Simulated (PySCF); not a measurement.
## Geometry relaxation, with input and output: C2F3 (charge +1) (part 2 of 2)

Continued. System: C2F3, charge +1. Method: B3LYP/6-31G*, RKS (PySCF 2.14.0). The atoms were displaced at random from an optimised geometry. The geometry is that of the parent species in another charge or spin state.

Geometry of the input (Å):
```
F  0.5683  -1.0385  1.5058
C  0.4941  0.0447  0.8086
C  -0.1410  0.2370  -0.3445
F  -0.8269  -0.6884  -0.9932
F  -0.1345  1.3928  -0.9846
```

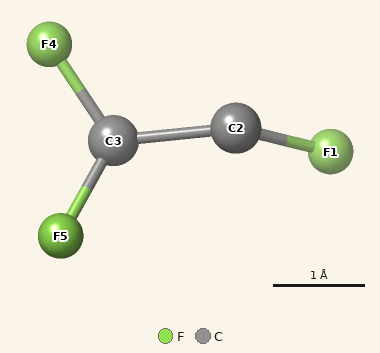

Figure 1. The geometry at step 5 of the log (ball-and-stick view, seen at a tilt; atoms are numbered from 1 in the order of the input).

**What the program printed, continued**
```
----------------------------------------------
cycle 6: E = -375.213337911  dE = -0.00052239  norm(grad) = 0.04303
Step    5 : Displace = 4.865e-02/6.408e-02 (rms/max) Trust = 3.000e-01 (+) Grad = 1.924e-02/3.213e-02 (rms/max) E (change) = -375.2133379115 (-5.224e-04) Quality = 0.429
Hessian Eigenvalues: 1.30413e-02 4.99996e-02 5.00000e-02 ... 6.52550e-01 6.70312e-01 7.93540e-01

Geometry optimization cycle 7
Cartesian coordinates (Angstrom)
 Atom        New coordinates             dX        dY        dZ
   F   0.584723  -0.596751   1.761613   -0.032378 -0.012152 -0.000459
   C   0.611903  -0.385552   0.544179    0.039769  0.021380  0.006496
   C  -0.261675   0.151411  -0.388421    0.017812 -0.007869 -0.014069
   F  -0.847994  -0.607883  -1.227388   -0.000745 -0.002490  0.002813
   F  -0.126672   1.385815  -0.697733   -0.024472  0.000565  0.004981
converged SCF energy = -375.214903567573
--------------- SecondOrderRKS_Scanner gradients ---------------
         x                y                z
0 F     0.0029075997     0.0002198350     0.0012541585
1 C    -0.0124703436     0.0048863059    -0.0087401845
2 C     0.0085907193    -0.0075818250     0.0090301899
3 F     0.0003499323    -0.0002852888    -0.0012903668
4 F     0.0006177365     0.0027723240    -0.0002478177
----------------------------------------------
cycle 7: E = -375.214903568  dE = -0.00156566  norm(grad) = 0.0221061
Step    6 : Displace = 2.730e-02/4.159e-02 (rms/max) Trust = 3.000e-01 (=) Grad = 9.886e-03/1.599e-02 (rms/max) E (change) = -375.2149035676 (-1.566e-03) Quality = 1.376
Hessian Eigenvalues: 1.22681e-02 4.99968e-02 4.99999e-02 ... 6.33392e-01 6.72206e-01 7.81897e-01

Geometry optimization cycle 8
Cartesian coordinates (Angstrom)
 Atom        New coordinates             dX        dY        dZ
   F   0.534955  -0.610498   1.748801   -0.049768 -0.013747 -0.012813
   C   0.670551  -0.367268   0.543821    0.058649  0.018284 -0.000358
   C  -0.260543   0.154548  -0.387465    0.001132  0.003137  0.000956
   F  -0.831810  -0.618443  -1.212907    0.016184 -0.010560  0.014481
   F  -0.152567   1.387074  -0.700847   -0.025895  0.001259 -0.003114
converged SCF energy = -375.215865896315
--------------- SecondOrderRKS_Scanner gradients ---------------
         x                y                z
0 F     0.0003775301     0.0002967447    -0.0027926249
1 C    -0.0043960874     0.0036609626    -0.0012653202
2 C     0.0011206609    -0.0085537365     0.0004800648
3 F     0.0012735283     0.0016826429     0.0027075549
4 F     0.0016162294     0.0029239011     0.0008604860
----------------------------------------------
cycle 8: E = -375.215865896  dE = -0.000962329  norm(grad) = 0.0118616
Step    7 : Displace = 3.638e-02/5.822e-02 (rms/max) Trust = 3.000e-01 (=) Grad = 5.305e-03/8.640e-03 (rms/max) E (change) = -375.2158658963 (-9.623e-04) Quality = 1.226
Hessian Eigenvalues: 1.23929e-02 4.99781e-02 4.99999e-02 ... 6.33446e-01 6.83706e-01 7.81924e-01

Geometry optimization cycle 9
Cartesian coordinates (Angstrom)
 Atom        New coordinates             dX        dY        dZ
   F   0.521199  -0.617034   1.749739   -0.013756 -0.006536  0.000939
   C   0.689986  -0.368941   0.546945    0.019434 -0.001673  0.003124
   C  -0.260748   0.161642  -0.385057   -0.000205  0.007095  0.002408
   F  -0.824974  -0.619643  -1.209236    0.006835 -0.001200  0.003671
   F  -0.164329   1.388252  -0.710519   -0.011762  0.001177 -0.009671
converged SCF energy = -375.216074130019
--------------- SecondOrderRKS_Scanner gradients ---------------
         x                y                z
0 F    -0.0001345476    -0.0001697994    -0.0004210496
1 C    -0.0007649585     0.0015892331    -0.0005598171
2 C    -0.0003262589    -0.0040293261    -0.0007387381
3 F     0.0004971590     0.0009659459     0.0014442692
4 F     0.0007175920     0.0016500600     0.0002599250
----------------------------------------------
cycle 9: E = -375.21607413  dE = -0.000208234  norm(grad) = 0.00520648
Step    8 : Displace = 1.315e-02/1.975e-02 (rms/max) Trust = 3.000e-01 (=) Grad = 2.328e-03/4.109e-03 (rms/max) E (change) = -375.2160741300 (-2.082e-04) Quality = 1.268
Hessian Eigenvalues: 1.26715e-02 4.99204e-02 4.99999e-02 ... 6.29308e-01 6.67997e-01 7.82517e-01

Geometry optimization cycle 10
Cartesian coordinates (Angstrom)
 Atom        New coordinates             dX        dY        dZ
   F   0.519912  -0.616115   1.751875   -0.001287  0.000919  0.002136
   C   0.693338  -0.374572   0.548032    0.003352 -0.005631  0.001087
   C  -0.261294   0.165302  -0.383466   -0.000546  0.003659  0.001591
   F  -0.822825  -0.619167  -1.209081    0.002149  0.000476  0.000155
   F  -0.167178   1.388220  -0.714337   -0.002849 -0.000032 -0.003819
converged SCF energy = -375.216104845753
--------------- SecondOrderRKS_Scanner gradients ---------------
         x                y                z
0 F     0.0000036353    -0.0000516593    -0.0000175511
1 C     0.0000721700     0.0000943348     0.0001656499
2 C    -0.0002088176    -0.0003706549    -0.0005320136
3 F     0.0000572803     0.0001476245     0.0002739614
4 F     0.0000650237     0.0001850444     0.0000934928
----------------------------------------------
cycle 10: E = -375.216104846  dE = -3.07157e-05  norm(grad) = 0.00080988
Step    9 : Displace = 4.290e-03/6.739e-03 (rms/max) Trust = 3.000e-01 (=) Grad = 3.622e-04/6.812e-04 (rms/max) E (change) = -375.2161048458 (-3.072e-05) Quality = 1.082
Hessian Eigenvalues: 1.25393e-02 4.97573e-02 4.99981e-02 ... 6.30250e-01 6.65674e-01 7.82422e-01

Geometry optimization cycle 11
Cartesian coordinates (Angstrom)
 Atom        New coordinates             dX        dY        dZ
   F   0.520203  -0.615366   1.752369    0.000291  0.000749  0.000494
   C   0.693372  -0.375382   0.548179    0.000034 -0.000810  0.000146
   C  -0.261394   0.165435  -0.382826   -0.000099  0.000133  0.000639
   F  -0.822488  -0.619212  -1.209083    0.000338 -0.000045 -0.000002
   F  -0.167112   1.387913  -0.714626    0.000066 -0.000307 -0.000289
converged SCF energy = -375.216105373467
--------------- SecondOrderRKS_Scanner gradients ---------------
         x                y                z
0 F    -0.0000081656    -0.0000045832    -0.0000037937
1 C     0.0000572659    -0.0000086667     0.0000367443
2 C    -0.0000706348    -0.0000430679    -0.0000683602
3 F     0.0000006296     0.0000223383     0.0000128322
4 F     0.0000104732     0.0000386514     0.0000060641
----------------------------------------------
cycle 11: E = -375.216105373  dE = -5.27714e-07  norm(grad) = 0.000136486
Step   10 : Displace = 5.698e-04/8.300e-04 (rms/max) Trust = 3.000e-01 (=) Grad = 6.104e-05/1.073e-04 (rms/max) E (change) = -375.2161053735 (-5.277e-07) Quality = 1.050
Hessian Eigenvalues: 1.25393e-02 4.97573e-02 4.99981e-02 ... 6.30250e-01 6.65674e-01 7.82422e-01
Converged! =D

converged: True
F           0.52020268       -0.61536589        1.75236867
C           0.69337183       -0.37538192        0.54817852
C          -0.26139358        0.16543481       -0.38282638
F          -0.82248767       -0.61921201       -1.20908345
F          -0.16711179        1.38791294       -0.71462589
converged SCF energy = -375.216105373467
E = -375.2161053735 Eh
frequencies (1/cm) [ 151.8  303.6  456.8  461.4  617.6  807.3 1384.2 1504.1 1665.1]
temperature 298.1500 [K]
pressure 101325.00 [Pa]
Rotational constants [GHz] 10.53235 3.75643 2.87319
Symmetry number 1
Zero-point energy (ZPE) 0.01675 [Eh]   43973.905 [J/mol]
                           tot       elec      trans        rot        vib
Entropy [J/mol/K]       296.159      0.000    163.555    106.485     26.120
Cv [J/mol/K]             58.874      0.000     12.472     12.472     33.931
Cp [J/mol/K]             67.189      0.000     20.786     12.472     33.931
Internal energy [J/mol]                      3718.434   3718.434  48727.014
Internal energy [Eh]   -375.19471  -375.21611
Enthalpy [J/mol]                             6197.391   3718.434  48727.014
Enthalpy [Eh]          -375.19377
Gibbs free energy [J/mol]                  -42566.437 -28029.944  40939.389
Gibbs free energy [Eh] -375.22740
```

**Trajectory as extended XYZ (Å, eV, eV/Å), 11 frames, from step=0 to step=10**
```
5
Properties=species:S:1:pos:R:3:forces:R:3 step=0 energy=-10208.49619
F     0.5683   -1.0385    1.5058   -0.5686   3.0266   0.1261
C     0.4941    0.0447    0.8086    1.8434  -5.0838   0.5565
C    -0.1410    0.2370   -0.3445   -3.3490   3.0615  -3.1434
F    -0.8269   -0.6884   -0.9932    2.0171   0.4893   1.0566
F    -0.1345    1.3928   -0.9846    0.0585  -1.4924   1.4038
5
Properties=species:S:1:pos:R:3:forces:R:3 step=1 energy=-10209.44352
F     0.5384   -1.0027    1.5629   -0.2485   1.8133  -0.0395
C     0.5242   -0.0835    0.7075    0.6378  -2.3688  -0.1414
C    -0.2045    0.3061   -0.3658   -0.3326   1.3701   0.1585
F    -0.7572   -0.7129   -0.9367    0.2404   0.1185  -0.6146
F    -0.1402    1.4412   -0.9761   -0.2958  -0.9337   0.6379
5
Properties=species:S:1:pos:R:3:forces:R:3 step=2 energy=-10209.82483
F     0.6042   -0.8620    1.6842   -0.3067   0.3197   0.8599
C     0.5353   -0.1949    0.6617    0.3546  -0.7080  -1.4608
C    -0.2303    0.2486   -0.3773   -0.2848  -0.3918   0.6088
F    -0.8173   -0.6435   -1.0964    0.2175  -0.3040   0.0426
F    -0.1301    1.3995   -0.8795    0.0191   1.0846  -0.0506
5
Properties=species:S:1:pos:R:3:forces:R:3 step=3 energy=-10210.00853
F     0.6068   -0.7571    1.7303   -0.2608   0.1395   0.4230
C     0.5438   -0.2951    0.5975    0.6624  -0.2009  -0.4264
C    -0.2343    0.2249   -0.3872   -0.4990  -0.2389  -0.0792
F    -0.8290   -0.6446   -1.1344    0.0901   0.2172   0.0022
F    -0.1257    1.4200   -0.8134    0.0068   0.0831   0.0805
5
Properties=species:S:1:pos:R:3:forces:R:3 step=4 energy=-10210.06085
F     0.6067   -0.6386    1.7668   -0.2251   0.0343  -0.0540
C     0.5694   -0.3679    0.5643    0.7720  -0.1569   0.1296
C    -0.2237    0.1670   -0.4057   -1.1258   0.0952  -0.3553
F    -0.8609   -0.6152   -1.2067    0.3726   0.2381   0.2580
F    -0.1310    1.4030   -0.7259    0.2066  -0.2115   0.0212
5
Properties=species:S:1:pos:R:3:forces:R:3 step=5 energy=-10210.07506
F     0.6171   -0.5846    1.7621   -0.2326  -0.0528  -0.3327
C     0.5721   -0.4069    0.5377    1.0519  -0.2710   1.2448
C    -0.2795    0.1593   -0.3744   -0.5018   0.3085  -1.2220
F    -0.8472   -0.6054   -1.2302   -0.2052   0.1711   0.1903
F    -0.1022    1.3853   -0.7027   -0.1125  -0.1560   0.1198
5
Properties=species:S:1:pos:R:3:forces:R:3 step=6 energy=-10210.11767
F     0.5847   -0.5968    1.7616   -0.1495  -0.0113  -0.0645
C     0.6119   -0.3856    0.5442    0.6413  -0.2513   0.4494
C    -0.2617    0.1514   -0.3884   -0.4418   0.3899  -0.4644
F    -0.8480   -0.6079   -1.2274   -0.0180   0.0147   0.0664
F    -0.1267    1.3858   -0.6977   -0.0318  -0.1426   0.0127
5
Properties=species:S:1:pos:R:3:forces:R:3 step=7 energy=-10210.14385
F     0.5350   -0.6105    1.7488   -0.0194  -0.0153   0.1436
C     0.6706   -0.3673    0.5438    0.2261  -0.1883   0.0651
C    -0.2605    0.1545   -0.3875   -0.0576   0.4399  -0.0247
F    -0.8318   -0.6184   -1.2129   -0.0655  -0.0865  -0.1392
F    -0.1526    1.3871   -0.7008   -0.0831  -0.1504  -0.0442
5
Properties=species:S:1:pos:R:3:forces:R:3 step=8 energy=-10210.14952
F     0.5212   -0.6170    1.7497    0.0069   0.0087   0.0217
C     0.6900   -0.3689    0.5469    0.0393  -0.0817   0.0288
C    -0.2607    0.1616   -0.3851    0.0168   0.2072   0.0380
F    -0.8250   -0.6196   -1.2092   -0.0256  -0.0497  -0.0743
F    -0.1643    1.3883   -0.7105   -0.0369  -0.0848  -0.0134
5
Properties=species:S:1:pos:R:3:forces:R:3 step=9 energy=-10210.15035
F     0.5199   -0.6161    1.7519   -0.0002   0.0027   0.0009
C     0.6933   -0.3746    0.5480   -0.0037  -0.0049  -0.0085
C    -0.2613    0.1653   -0.3835    0.0107   0.0191   0.0274
F    -0.8228   -0.6192   -1.2091   -0.0029  -0.0076  -0.0141
F    -0.1672    1.3882   -0.7143   -0.0033  -0.0095  -0.0048
5
Properties=species:S:1:pos:R:3:forces:R:3 step=10 energy=-10210.15037
F     0.5202   -0.6154    1.7524    0.0004   0.0002   0.0002
C     0.6934   -0.3754    0.5482   -0.0029   0.0004  -0.0019
C    -0.2614    0.1654   -0.3828    0.0036   0.0022   0.0035
F    -0.8225   -0.6192   -1.2091    0.0000  -0.0011  -0.0007
F    -0.1671    1.3879   -0.7146   -0.0005  -0.0020  -0.0003
```

**Summary**

```json
{"quantity": "outcome", "value": "converged"}
{"quantity": "total energy", "value": "−375.216105 hartree"}
{"quantity": "basis functions", "value": "70"}
{"quantity": "HOMO", "value": "−15.36 eV"}
{"quantity": "LUMO", "value": "−11.41 eV"}
{"quantity": "zero-point energy", "value": "0.016749 hartree"}
{"quantity": "wavenumbers, lowest and highest", "value": "152 and 1665 cm⁻¹"}
{"quantity": "hardware", "value": "1 thread of Arm Neoverse V1, 24 GiB of memory available, shared host"}
{"quantity": "wall time", "value": "4.9 min"}
{"quantity": "peak memory", "value": "1 GiB"}
```

Further notes kept with the run: dipole of an ion depends on the origin.
